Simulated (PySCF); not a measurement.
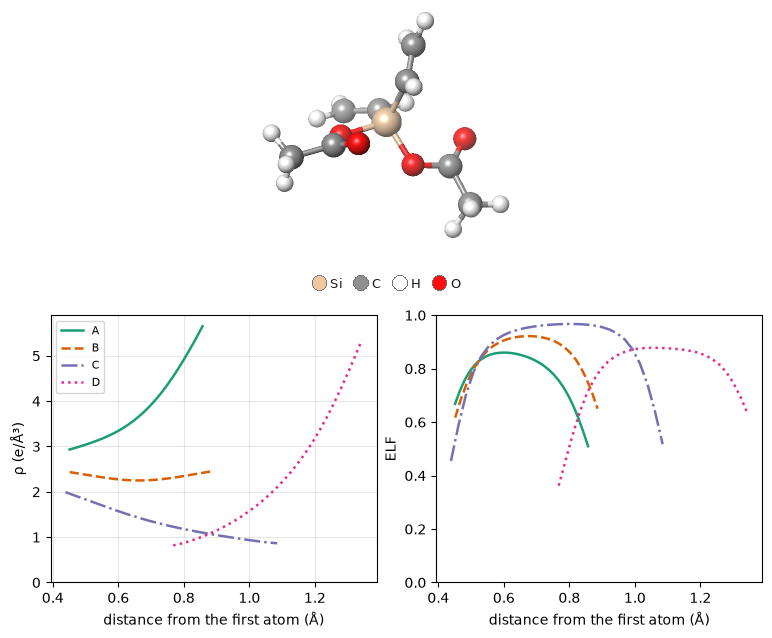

*C₈H₁₂O₄Si (Si(vinyl)2(OAc)2). Electron density and electron localisation function along straight lines between neighbouring atoms. The curves leave out the atomic cores. The structure is drawn too.*

Geometry: PBE0-D3(BJ)/def2-SVP.

All numbers below come from PBE0/pcSseg-1, SCF density, gas phase, non-relativistic in PySCF 2.14.0.

The calculation's input:

```
{"job": {"kind": "nmr", "xc": "PBE0", "basis": "pcSseg-1"}, "charge": 0, "multiplicity": 1}
Si     0.307332    -0.069135     0.281148
C      0.273505    -0.090082     2.129728
C     -0.383857    -1.020368     2.831862
H      0.816397     0.701925     2.658822
H     -0.943624    -1.820144     2.335884
H     -0.394393    -1.019023     3.927613
C      1.982651    -0.258554    -0.471829
C      3.071203    -0.491666     0.269621
H      2.070747    -0.192129    -1.562181
H      3.022495    -0.570163     1.361630
H      4.063565    -0.613225    -0.178292
O     -0.516870     1.288345    -0.359678
C     -0.045947     2.505886    -0.071089
C     -0.818891     3.599897    -0.739629
O      0.905428     2.666350     0.654524
H     -0.409491     4.575797    -0.457460
H     -1.878611     3.530737    -0.454203
H     -0.770225     3.465971    -1.830359
O     -0.738415    -1.341185    -0.163482
C     -0.935734    -1.684845    -1.446391
C     -1.918815    -2.807700    -1.583807
O     -0.375505    -1.136867    -2.359123
H     -2.048172    -3.065930    -2.640293
H     -2.881734    -2.508738    -1.144168
H     -1.562967    -3.681415    -1.018248
```

Run with:

```sh
OMP_NUM_THREADS=2 python probes_run.py task.json out
```

**Which curve belongs to which contact (C–C, C–O, C–Si and Si–O)? The first atom named is at distance zero.**

Curve A: C–O (1.20 Å): the density is about 3.4 e/Å³ at the midpoint; the ELF peaks at about 0.85 between the atoms; a multiple bond. Curve B: C–C (1.34 Å): ρ at the midpoint is about 2.3 e/Å³; the ELF peaks at about 0.90 between the atoms; a short, multiple covalent bond. Curve C: C–Si (1.85 Å): ρ is about 1 e/Å³ halfway; the ELF peaks at about 0.95 between the atoms (a shared electron pair). Curve D: Si–O (1.71 Å): ρ at the midpoint is about 1 e/Å³; the ELF peaks at about 0.90 between the atoms; a shared but strongly polarised pair.
